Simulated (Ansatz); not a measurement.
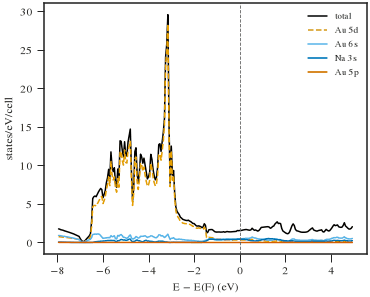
Total and projected density of states of NaAu₂ (cubic Laves (MgCu2 type), Fd-3m), PBEsol in the plane-wave PAW code Ansatz

Q: Which orbitals carry the states next to the Fermi level?

A: Within 0.5 eV of the Fermi level: Au 6s 32 %, Na 3s 25 %, Au 5d 22 %, outside the projected shells 22 %. Projections are on Löwdin-orthogonalised atomic valence shells; empty p or d shells of many metals are not among them.

Q: Where is the tallest occupied peak in this window, and what makes it?

A: Near -3.1 eV, about 30 states/eV per cell; the largest projected share is Au 5d.

The workflow started from an entry of the Crystallography Open Database (COD). Whether it is the stable phase at ambient conditions was not checked. Symmetry was held in the PBEsol relaxation; of distortions, only those at the zone centre were tested. Scalar-relativistic: spin–orbit coupling is off unless named, which matters more the heavier the elements.

Potentials: the later of the program's two PAW sets.
